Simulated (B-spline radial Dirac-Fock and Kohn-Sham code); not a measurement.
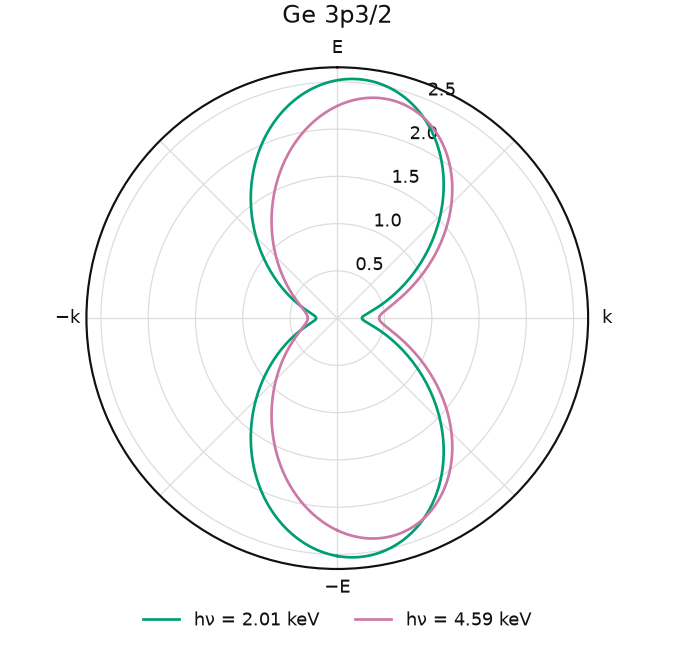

Angular distribution of photoelectrons from M3 (3p3/2) in the plane of the polarisation E (up) and the photon direction k (right), relative to an isotropic one. System: atomic Ge. Computed with a radial B-spline solver: a Dirac–Hartree–Slater potential; 1 + βP₂(cos θ) + (δ + γ cos²θ) sin θ cos φ with E1 and E1–E2 terms. Open shells are averaged over j.

Question: Is the pattern at 4.59 keV symmetric between forward and backward?

Answer: No: 45° forward of E it is 1.9 times the value 45° backward, from the non-dipole terms.
